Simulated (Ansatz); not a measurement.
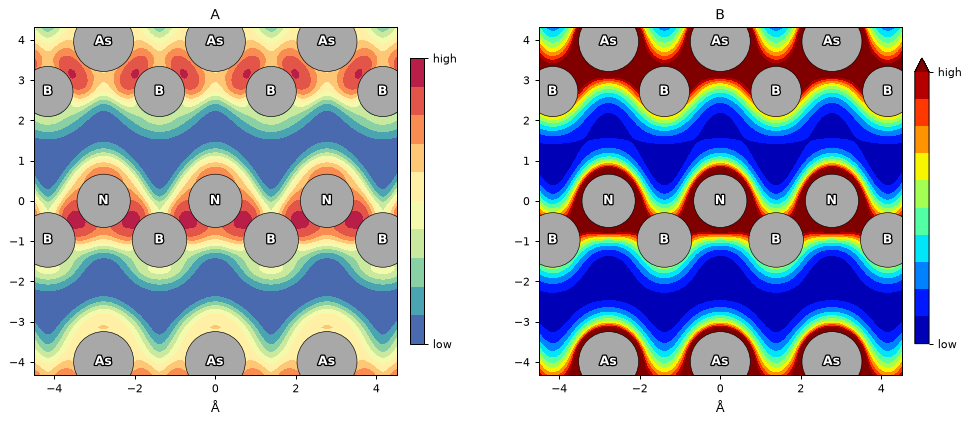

B4AsN3: 2 fields on the (010) plane of the conventional cell, with unlabelled colour scales. Grey discs cover the atomic cores.

Space group Amm2; started from the ordered alloy on zincblende lattice prototype, which need not be the ambient phase; not relaxed (largest force 0.4 eV/Å); computed pressure about 3 GPa in this cell.

Method: DFT, PBE with spin-orbit coupling, plane waves, PAW (Ansatz 0.2.0).

```
CELL_PARAMETERS angstrom
2.77353 0.00000 0.00000
0.00000 5.65170 0.00000
0.00000 0.00000 7.95186
ATOMIC_POSITIONS crystal
N 0.00000 0.00000 0.00338
N 0.00000 0.50000 0.50338
N 0.50000 0.76046 0.24760
N 0.50000 0.26046 0.74760
N 0.50000 0.23954 0.24760
N 0.50000 0.73954 0.74760
As 0.00000 0.50000 0.00117
As 0.00000 0.00000 0.50117
B 0.50000 0.50000 0.38116
B 0.50000 0.00000 0.88116
B 0.00000 0.77604 0.13710
B 0.00000 0.27604 0.63710
B 0.00000 0.22396 0.13710
B 0.00000 0.72396 0.63710
B 0.50000 0.00000 0.34488
B 0.50000 0.50000 0.84488
```

### Which field does each panel show? The fields are: electron localisation function and valence pseudo-density.

Panel A: electron localisation function. Panel B: valence pseudo-density. From the grid: B–As (1.86 Å): ρ at the midpoint is about 1.1 e/Å³; the ELF peaks at about 0.90 between the atoms (a covalent bond). B–N (1.69 Å): ρ is about 1.1 e/Å³ halfway; the ELF peaks at about 0.95 between the atoms (a shared but strongly polarised pair).
